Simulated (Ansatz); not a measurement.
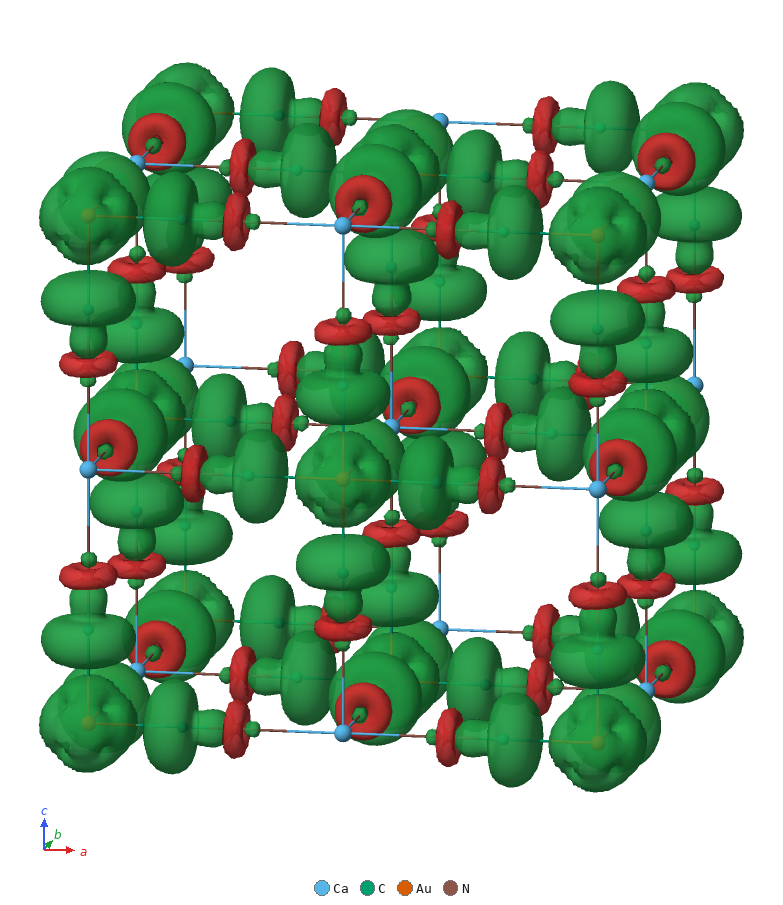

Figure. CaAuC$_{6}$N$_{6}$. Isosurfaces of the magnetisation density (up minus down) at +0.008 (green) and −0.008 e/Å³ (red), seen slightly off an axis. Sticks mark near contacts.

Space group Fm-3m; a structure generated by program, which may or may not match a known phase; spin-polarised.

Theory: DFT PBE, scalar-relativistic, plane waves, PAW in Ansatz.

### Where is the spin, and how is it ordered?

The spin density sits on Au: +0.4 μB (×4) in one cell of 56 atoms: parallel main moments, as they must be, since the calculation's own cell holds one magnetic site. The cell of the calculation (14 atoms) carries 1.0 μB of net spin moment.
